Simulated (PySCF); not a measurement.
# C$_{5}$H$_{10}$N$_{2}$OSi: what the fields show

```xyz
19

C    -0.8933   -1.5825   -1.7379
N    -0.7470   -0.3577   -1.4658
Si   -1.0926    0.3590    0.0984
C    -2.3536    1.7083   -0.0921
O     0.3329    1.0648    0.6227
C     1.6344    0.7613    0.2371
C     2.2570   -0.3271    1.1170
C     1.6107   -1.6223    0.9501
N     1.0720   -2.6328    0.7814
H    -1.2470   -2.3501   -1.0178
H    -0.6526   -1.9653   -2.7485
H    -1.5419   -0.6628    1.0959
H    -2.5294    2.2128    0.8703
H    -3.3120    1.2953   -0.4434
H    -2.0065    2.4551   -0.8217
H     1.6802    0.4518   -0.8225
H     2.2499    1.6696    0.3461
H     2.1827   -0.0303    2.1752
H     3.3275   -0.4372    0.8786
```

Geometry: PBE0-D3(BJ)/def2-SVP.

All numbers below come from PySCF, PBE0/pcSseg-1, SCF density, gas phase, non-relativistic.

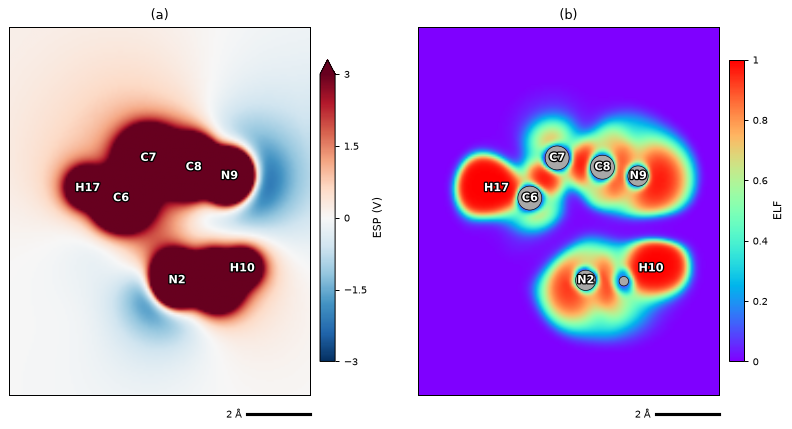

Figure 1. (a) electrostatic potential; (b) electron localisation function on the plane of atoms C6, C7 and C8. Grey discs cover the atomic cores in the ELF map.

Question: What does the map show?

Answer: The section cuts through N, C and H sites.
C–N (1.16 Å): the ELF peaks at about 0.85 between the atoms; a short, multiple covalent bond.
C–C (1.46 Å): the ELF peaks at about 0.95 between the atoms, as expected for localised, covalent bonding.
C–H (1.10 Å): the ELF climbs to about 1 towards the hydrogen, as it does in any bond to H: an ordinary covalent bond to hydrogen.
The ELF also peaks beside N2 and N9, away from the bonds: lone-pair regions.
Outside the dense part of the molecule the potential is most negative (−2.1 V) near N9.

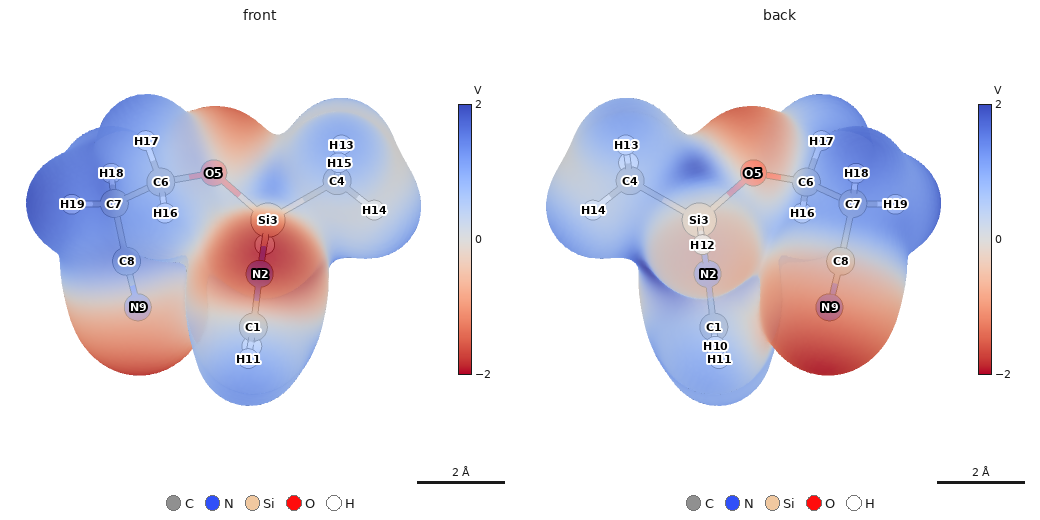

Figure 2. The electrostatic potential painted on the density surface at 0.004 e/bohr³, seen from the front and from behind; the colour scale runs from red (negative) to blue (positive).

Question: Which sites attract a positive test charge, and which a negative one?

Answer: A positive charge is drawn to the negative regions and a negative charge to the positive ones. The most negative region (about −1.9 V) lies over N2 and N9, the most positive (about +1.8 V) over Si3 and H19.

Question: What dipole moment does the calculation give?

Answer: Its dipole moment is 2.01 D.
